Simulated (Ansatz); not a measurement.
AlNH$_{5}$OF: several calculations on one system

**1. Relaxation**

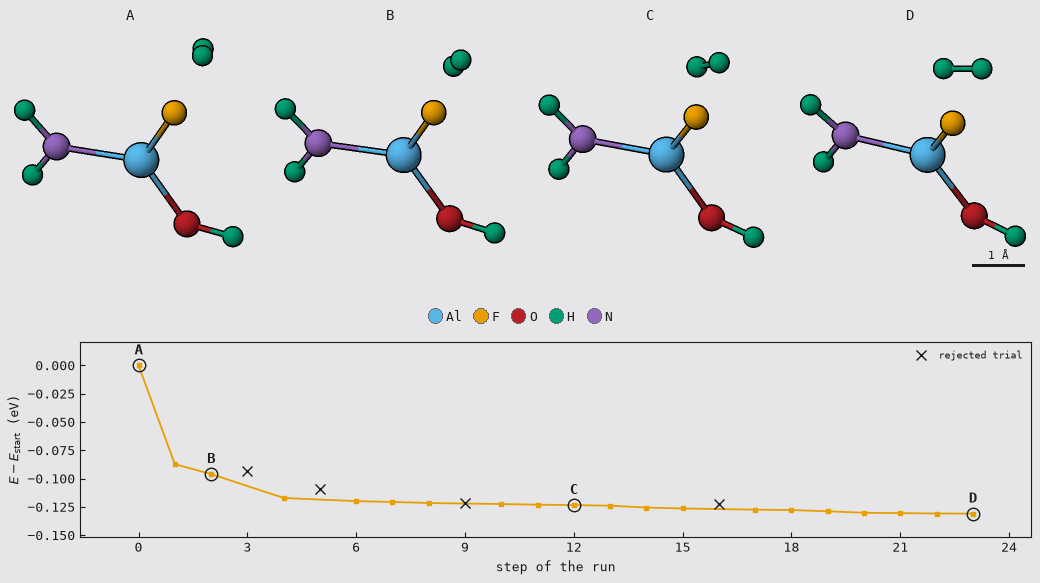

Frames of a relaxation of AlNH5OF, marked on the history of the run. A ball-and-stick model, seen face on.

The run prepares an end point of a later path (reaction) calculation, from a guessed geometry.

Method: RKS LDA/def2-SVP (Ansatz). (no spin polarisation; force threshold 0.03 eV/Å; at most 50 steps)

Describe the path.

The energy falls by 0.131 eV in 19 accepted moves (23 points after the start). The largest force component goes from 1.8 to 0.022 eV/Å. The line search rejected the trial steps at points 3, 5, 9, 16 of the run. The forces were under the threshold at step 10, but the run went on from there. The largest move after the best rigid fit is that of an H atom, 0.87 Å. By element the largest moves are H 0.87 Å, F 0.34 Å, N 0.29 Å, O 0.21 Å, Al 0.17 Å. Among the contacts that change: Al–H 2.756 → 2.056 Å, Al–H 2.412 → 2.164 Å, H–H 0.731 → 0.800 Å, Al–F 1.680 → 1.663 Å. The run took 29 s on 2 threads of Arm Neoverse V1, on a shared host, peak memory 0.15 GiB. From step 0 to 2: an H atom moves most (0.39 Å), energy −0.096 eV. From step 2 to 12: an H atom moves most (0.33 Å), energy −0.027 eV. From step 12 to 23: an H atom moves most (0.33 Å), energy −0.008 eV.

```tsv
step	E − E(0), eV	largest force component, eV/Å	note
0	0.0000	1.8458	
1	-0.0872	0.2423	
2	-0.0959	0.7177	
3	-0.0932	0.3714	rejected
4	-0.1171	0.1396	
5	-0.1090	0.3208	rejected
6	-0.1198	0.0487	
7	-0.1206	0.0354	
8	-0.1215	0.0425	
9	-0.1212	0.2191	rejected
10	-0.1224	0.0274	
11	-0.1230	0.0929	
12	-0.1233	0.1478	
13	-0.1239	0.1515	
14	-0.1255	0.0495	
15	-0.1263	0.0650	
16	-0.1228	0.3716	rejected
17	-0.1274	0.0676	
18	-0.1277	0.2009	
19	-0.1288	0.1358	
20	-0.1301	0.0425	
21	-0.1304	0.0372	
22	-0.1308	0.0311	
23	-0.1309	0.0217
```

**2. Relaxation**

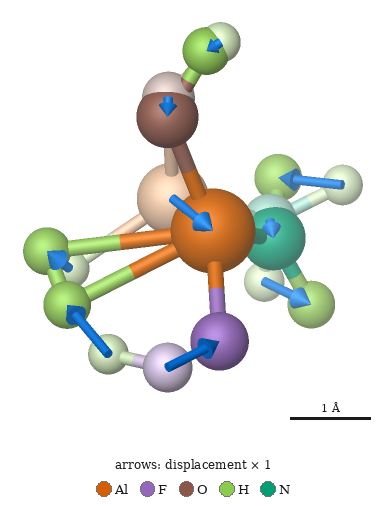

This is a relaxation of AlNH$_{5}$OF. The starting structure is drawn faded, the final one solid; blue arrows show the displacements, at their true length. The two geometries are superimposed by the best rigid fit.

Style: ball-and-stick. Shown from a free direction.

The run prepares an end point of a later path (reaction) calculation, from a guessed geometry.

Method: RKS LDA/def2-SVP in Ansatz.

Input
```yaml
crystal:
  periodic: [false, false, false]
  atoms:
    - { symbol: Al, position_ang: [-0.06372, 0.479704, -0.439253] }
    - { symbol: F, position_ang: [-0.086324, 0.324086, 2.433208] }
    - { symbol: O, position_ang: [1.437923, -0.290154, -0.641382] }
    - { symbol: H, position_ang: [1.630512, -1.113161, -1.118046] }
    - { symbol: "N", position_ang: [-1.614224, 0.008152, -1.131295] }
    - { symbol: H, position_ang: [-1.834883, -0.881593, -1.58451] }
    - { symbol: H, position_ang: [-2.467834, 0.56377, -1.004001] }
    - { symbol: H, position_ang: [0.02965, 1.867886, 0.295455] }
    - { symbol: H, position_ang: [0.038901, 1.14901, 2.006124] }
basis:
  gaussian: { orbitals: def2-SVP }
hamiltonian:
  xc: lda
relax:
  f_tol: 0.03
  max_steps: 50
```

Launched with:
```bash
ansatz run input.yaml --threads 2 --pin off --max-ram 3072MiB --backend cpu --events-out ev --progress --plain --runs-dir out
```

Question: What happened in the run?

Answer: Over 26 accepted moves (28 points after the start) the energy falls by 143.8 kJ/mol. Largest force component: 0.48 eV/Å at the start, 0.0098 eV/Å at the end. The line search rejected the trial steps at points 13, 22 of the run. The largest move after the best rigid fit is that of H9, 1.12 Å. By element the largest moves are H 1.12 Å, F 0.88 Å, Al 0.84 Å, N 0.29 Å, O 0.25 Å. Among the contacts that change: Al1–F2 2.877 → 1.670 Å, F2–H9 0.937 → 2.142 Å, H8–H9 1.856 → 0.794 Å, Al1–H8 1.573 → 2.119 Å. New bonds form, among them: Al1–F2 (2.88 → 1.67 Å), H8–H9 (1.86 → 0.79 Å). Bonds break, among them: F2–H9 (0.94 → 2.14 Å). Bond angles that change, for instance: O3–Al1–N5 127.6° → 124.0°.

**3. Path**

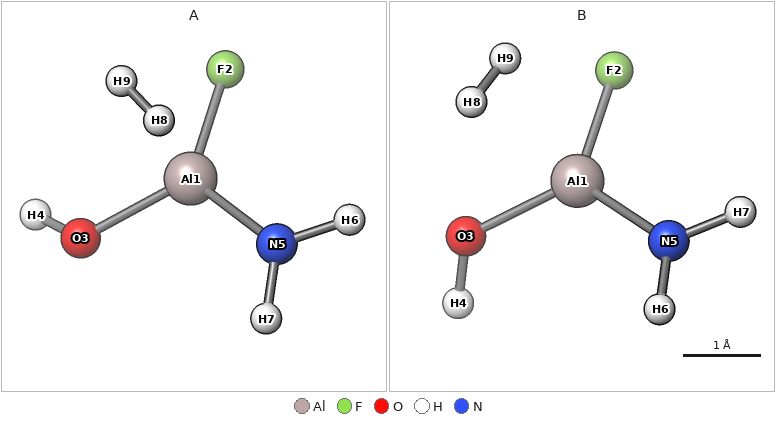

The two relaxed end points of a path for AlNH5OF. A ball-and-stick model, seen from a free direction.

The calculation used RKS LDA/def2-SVP in Ansatz.

Run with 7 movable images; climbing image; force threshold 0.05 eV/Å; iteration limit 60.

Start:
```xyz
9

Al   -0.0880   -0.2203    0.0227
F    -0.0589   -0.8938    1.5429
O     1.3386   -0.0563   -0.8738
H     2.2068   -0.3697   -0.5792
N    -1.6266    0.0900   -0.7809
H    -2.5454   -0.1087   -0.3771
H    -1.7009    0.2925   -1.7819
H    -0.5455    1.7054    0.5798
H     0.0900    1.6685    1.0638
```

End:
```xyz
9

Al   -0.1597   -0.1049    0.0976
F    -0.3783   -0.6111    1.6745
O     1.4102    0.1453   -0.4924
H     1.8288   -0.3192   -1.2316
N    -1.6005   -0.1105   -0.9112
H    -1.6409    0.1490   -1.8992
H    -2.5205   -0.4082   -0.5762
H     0.1970    1.8770    0.7567
H    -0.0661    1.4903    1.3980
```

> Predict the minimum-energy path and its barrier.

Forward barrier 0.249 eV, backward barrier 0.198 eV, with image 5 at the top; the reaction energy is +0.051 eV. No bond forms or breaks between the ends. Among the angles between lasting bonds that change up to the highest image: F2–Al1–O3 120.6° → 113.0°, O3–Al1–N5 118.5° → 124.8°. The band converged in 24 iterations. The largest component of the band force went from 85 to 0.04 eV/Å. The climbing image converged on the top of the path. Its vibrational analysis gives one imaginary mode (260i cm⁻¹), as a transition state must have.

Energies of the converged images:

```json
{"image": "0", "path (Å)": "0.00", "E (eV)": "0.000"}
{"image": "1", "path (Å)": "0.70", "E (eV)": "0.011"}
{"image": "2", "path (Å)": "1.40", "E (eV)": "0.052"}
{"image": "3", "path (Å)": "2.10", "E (eV)": "0.060"}
{"image": "4", "path (Å)": "2.80", "E (eV)": "0.172"}
{"image": "5", "path (Å)": "3.50", "E (eV)": "0.249"}
{"image": "6", "path (Å)": "4.32", "E (eV)": "0.169"}
{"image": "7", "path (Å)": "5.15", "E (eV)": "0.082"}
{"image": "8", "path (Å)": "5.97", "E (eV)": "0.051"}
```

The geometry at the top of the path:

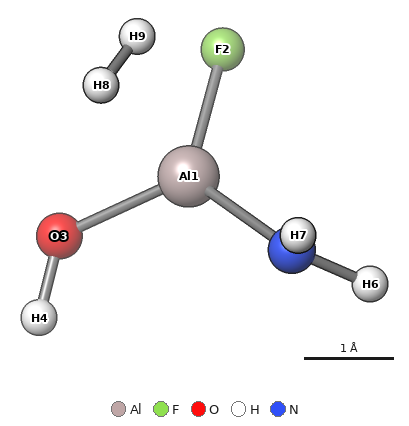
